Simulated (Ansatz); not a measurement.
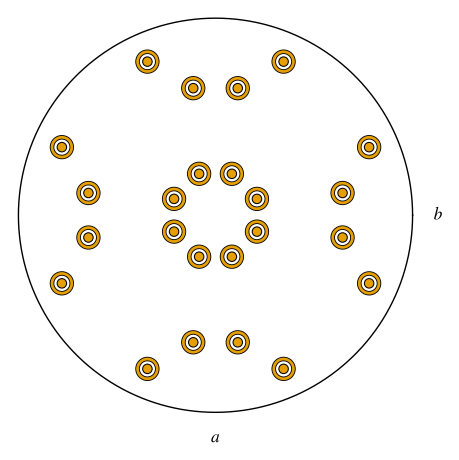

Stereographic projection: filled dots lie in the upper hemisphere, open rings in the lower. The c axis points at the viewer. The poles are all faces of one general form. Computed from the symmetry operations of a computed or model structure of composition V.

> Which point group is this?

m-3m (Oh), order 48, cubic system: three fourfold axes, four threefold axes, six twofold axes, nine mirror planes, an inversion centre.

> Which physical properties does it allow?

It is centrosymmetric, so neither piezoelectric nor pyroelectric; it is not chiral.
